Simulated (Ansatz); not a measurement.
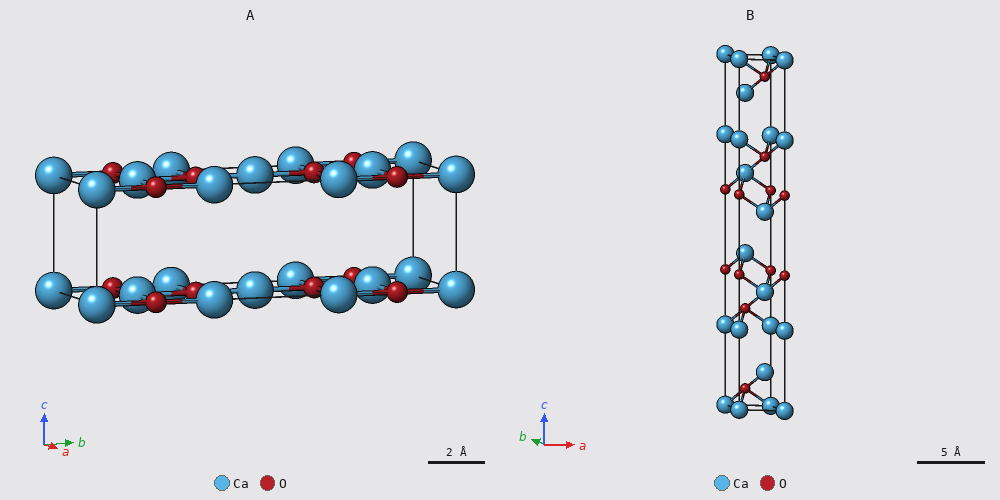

Two structures of Ca3O2, each relaxed to rest (conventional cells in solid outline, small ones repeated, not to one scale). Method: DFT PBE, scalar-relativistic, plane waves, PAW in Ansatz, without spin polarisation.

> Describe A and B.

A: 10 atoms a cell on a base-centred orthorhombic lattice, Cmmm. B: 15 atoms a cell on a rhombohedral (trigonal R) lattice, R-3m.

> What is the energy order of the two?

B is lower, by 290 meV/atom at this level of theory (energies at zero smearing). Volumes: A 26.4, B 18.6 Å³/atom.

One or both may be structure types tried for this composition rather than known phases.
